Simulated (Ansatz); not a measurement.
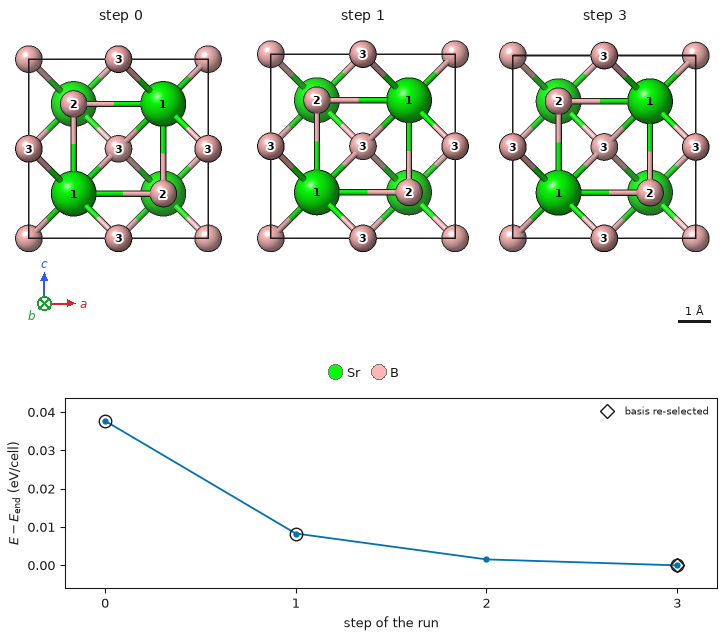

Frames of a relaxation of solid SrB2 (a generated structure, set up in F-43m) (coarse preliminary run), marked on the history of the run. Style: ball-and-stick. Shown: the conventional cell (4 times the calculation's cell), along the b axis. Lengths and directions refer to the drawn axes.

All numbers below come from Ansatz 0.2.0, DFT PBE, scalar-relativistic, plane waves, PAW. Settings: plane-wave cutoff 420 eV; k-point mesh 6 × 6 × 6; occupations gaussian; smearing width 0.1 eV; no spin polarisation; cell and atoms relaxed; force threshold 0.04 eV/Å; at most 70 steps.

What happens along the run?

Answer. After 2 accepted moves (3 points after the start) the energy has fallen by 37.7 meV per cell of the calculation. All forces vanish by symmetry, so only the cell relaxes. The pressure goes from 4.61 to −0.12 GPa. The SCF was repeated once at an unchanged geometry on a basis and grid sized afresh for the cell, which shifted the energy by 1.6 meV per cell of the calculation at most. No atom moves by more than 0.005 Å relative to the cell. The volume changes by +6.2 %, with a = b = c 5.686 → 5.801 Å (+2.0 %). Near-neighbour distances that change, for instance: Sr1–B2 2.843 → 2.901 Å, Sr1–B3 2.462 → 2.512 Å. The space group stays F-43m (No. 216). From step 0 to 1: volume +8.6 %, energy −29.4 meV per cell of the calculation. From step 1 to 3: volume −2.2 %, energy −8.3 meV per cell of the calculation.

```csv
step,"E − E(0), meV/atom","pressure, GPa","volume, Å³/atom",note
0,0.00,4.61,15.318,
1,-9.80,-1.64,16.636,
2,-12.06,-0.16,16.268,
3,-12.57,-0.12,16.268,"same geometry, new basis"
```
